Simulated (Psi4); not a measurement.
# SiNH3 (SMILES [N][SiH3]): UCCSD/cc-pVDZ

Aim: the energy difference between two shapes of SiNH3 at UCCSD/cc-pVDZ, from 2 runs. 

The calculation is run with Psi4 1.11.

2 further runs of the same task are left out: 1 that didn't finish, 1 set aside as unsound or not needed.

## 1. The structure to begin with

SiNH3 has 5 atoms, charge 0, and is taken as a triplet. SMILES: `[N][SiH3]`. The shape is that of a GFN2-xTB optimisation.

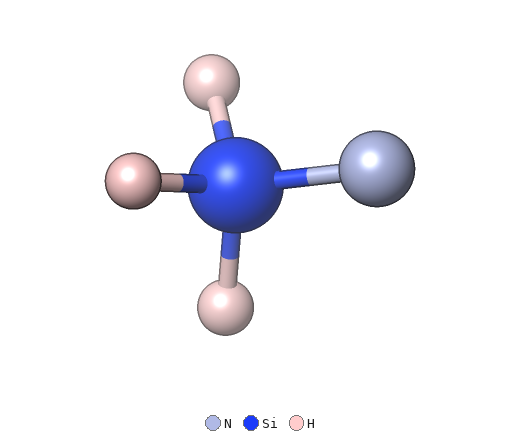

Viewed from a chosen angle; nitrogen light blue, silicon blue, hydrogen pink.

## 2. Energy and forces at UCCSD/cc-pVDZ

job.inp

```
memory 1.6 GB

molecule {
  0 3
  N     -1.536630     0.334330     0.479510
  Si     0.010240    -0.002340    -0.003820
  H      0.064950    -0.313200    -1.445390
  H      0.555100    -1.162980     0.727210
  H      0.906340     1.144190     0.242490
  units angstrom
  symmetry c1
}

set globals {
  reference uhf
  scf_type  pk
}

gradient('ccsd/cc-pVDZ')
```

The run is started by

```sh
psi4 job.inp job.out -n 1
```

job.out:

```text
[...]
  Running in c1 symmetry.
[...]
  Nuclear repulsion =   51.355040844779239
[...]
  Multiplicity = 3
[...]
  Nalpha       = 13
  Nbeta        = 11
[...]
    Number of basis functions: 47
[...]
   @UHF iter   1:  -344.89174723703343   -7.88283e-01   7.23615e-03 ADIIS/DIIS
[...]
   @UHF iter  19:  -345.05137687552394    5.68434e-14   2.22009e-11 DIIS
[...]
   @S^2 Observed:                2.013474641E+00
[...]
    Orbital Energies [Eh]
    ---------------------
    Alpha Occupied:
       1A    -68.791162     2A    -15.621056     3A     -6.146521
       4A     -4.253253     5A     -4.251646     6A     -4.251644
       7A     -1.181423     8A     -0.715372     9A     -0.583543
      10A     -0.583513    11A     -0.522316    12A     -0.471334
      13A     -0.471219
    Alpha Virtual:
      14A      0.148168    15A      0.196838    16A      0.197063
      17A      0.232519    18A      0.402241    19A      0.402282
      20A      0.449853    21A      0.547959    22A      0.551380
      23A      0.551624    24A      0.579649    25A      0.579692
[...]
  @UHF Final Energy:  -345.05137687552394
   => Energetics <=
    Nuclear Repulsion Energy =             51.3550408447792393
    One-Electron Energy =                -578.6342582153247349
    Two-Electron Energy =                 182.2278404950214963
    Total Energy =                       -345.0513768755239425
  UHF NO Occupations:
  HONO-2 :   11  A 1.9961584
  HONO-1 :   12  A 1.0000000
[...]
 Multipole Moments:
 ------------------------------------------------------------------------------------
     Multipole            Electronic (a.u.)      Nuclear  (a.u.)        Total (a.u.)
 ------------------------------------------------------------------------------------
 L = 1.  Multiply by 2.5417464519 to convert [e a0] to [Debye]
 Dipole X            :         -2.2235704            2.6745596            0.4509891
 Dipole Y            :          0.4831670           -0.5816206           -0.0984536
 Dipole Z            :          0.6901569           -0.8329727           -0.1428158
 Magnitude           :                                                    0.4831984
[...]
      * MP2 total energy                      = -345.258883764596249
[...]
      * CCSD total energy                     = -345.299676487948204
[...]
```

Run time: 20 s. Hardware: 1 thread of AMD EPYC 7B13 (Zen 3), shared host; peak memory 0.35 GiB.

## 3. The distorted shape

calc.py

```python
import psi4

psi4.set_memory('1600 MB')
psi4.set_num_threads(1)
psi4.set_output_file('output.dat', False)

molecule = psi4.geometry("""
0 3
N
Si 1 1.524441
H 2 1.573037 1 105.90331
H 2 1.175522 1 118.59627 3 -121.25606
H 2 1.564629 4 112.20215 3 -108.21023
symmetry c1
""")

psi4.set_options({
    'reference': 'uhf',
    'scf_type': 'pk',
})

energy_value, wavefunction = psi4.gradient("ccsd/cc-pVDZ", return_wfn=True)
print('gradient / Eh bohr^-1')
print(energy_value.np.round(6))
print(f'energy = {wavefunction.energy():.10f} Eh')
```

The run is started by

```sh
python calc.py
```

output.dat:

```text
[...]
  Running in c1 symmetry.
[...]
  Nuclear repulsion =   54.999788619852879
[...]
  Multiplicity = 3
[...]
  Nalpha       = 13
  Nbeta        = 11
[...]
    Number of basis functions: 47
[...]
   @UHF iter   1:  -344.73265604115272   -4.24418e-01   9.37904e-03 DIIS/ADIIS
[...]
   @UHF iter  24:  -344.95176694885964    3.97904e-13   7.81746e-11 DIIS
[...]
   @S^2 Observed:                2.019140737E+00
[...]
    Orbital Energies [Eh]
    ---------------------
    Alpha Occupied:
       1A    -68.765620     2A    -15.613584     3A     -6.137189
       4A     -4.245891     5A     -4.241037     6A     -4.238527
       7A     -1.217211     8A     -0.737165     9A     -0.613555
      10A     -0.597791    11A     -0.543306    12A     -0.487162
      13A     -0.442844
    Alpha Virtual:
      14A      0.150301    15A      0.177505    16A      0.220484
      17A      0.256762    18A      0.376746    19A      0.414923
      20A      0.464852    21A      0.540761    22A      0.552907
      23A      0.563402    24A      0.591823    25A      0.604457
[...]
  @UHF Final Energy:  -344.95176694885964
   => Energetics <=
    Nuclear Repulsion Energy =             54.9997886198528789
    One-Electron Energy =                -585.6897120745027223
    Two-Electron Energy =                 185.7381565057901867
    Total Energy =                       -344.9517669488596425
  UHF NO Occupations:
  HONO-2 :   11  A 1.9962092
  HONO-1 :   12  A 1.0000000
[...]
 Multipole Moments:
 ------------------------------------------------------------------------------------
     Multipole            Electronic (a.u.)      Nuclear  (a.u.)        Total (a.u.)
 ------------------------------------------------------------------------------------
 L = 1.  Multiply by 2.5417464519 to convert [e a0] to [Debye]
 Dipole X            :         -0.7071154            0.4519809           -0.2551345
 Dipole Y            :          0.7830264           -0.4880193            0.2950070
 Dipole Z            :         -2.2794049            2.7058704            0.4264655
 Magnitude           :                                                    0.5779235
[...]
      * MP2 total energy                      = -345.160556403805458
[...]
      * CCSD total energy                     = -345.201857955133676
[...]
```

Standard output:

```text
gradient / Eh bohr^-1
[[ 0.001663 -0.004495  0.232467]
 [-0.191764  0.129608 -0.141136]
 [ 0.00323  -0.016237  0.005639]
 [ 0.170032 -0.107633 -0.105036]
 [ 0.016839 -0.001243  0.008066]]
energy = -345.2018579551 Eh
```

Run time: 24 s. Hardware: 1 thread of AMD EPYC 7B13 (Zen 3), shared host; peak memory 0.34 GiB.

## 4. Outcome

Level: UCCSD/cc-pVDZ.

| quantity | value |
| --- | --- |
| first shape: total energy | -345.29968 Eh |
| first shape: HOMO energy (Hartree–Fock orbitals) (highest over α and β) | -12.44 eV |
| first shape: LUMO energy (Hartree–Fock orbitals) (lowest over α and β) | 1.99 eV |
| first shape: correlation energy | -248.3 mEh |
| first shape: ⟨S²⟩ of the reference determinant | 2.013 |
| first shape: T1 diagnostic | 0.018 |
| first shape: largest force on an atom | 4.922 eV/Å |
| distorted shape: total energy | -345.20186 Eh |
| distorted shape: HOMO energy (Hartree–Fock orbitals) (highest over α and β) | -12.05 eV |
| distorted shape: LUMO energy (Hartree–Fock orbitals) (lowest over α and β) | 1.50 eV |
| distorted shape: correlation energy | -250.1 mEh |
| distorted shape: ⟨S²⟩ of the reference determinant | 2.019 |
| distorted shape: T1 diagnostic | 0.023 |
| distorted shape: largest force on an atom | 13.940 eV/Å |
| energy change with the atoms displaced | 2.662 eV |

With the atoms displaced the energy rises by 2.66 eV (61 kcal/mol). The first shape isn't relaxed at this level, so the change isn't measured from a minimum. The largest force (first shape) is 4.92 eV/Å: the shape isn't a stationary point for this species at this level.
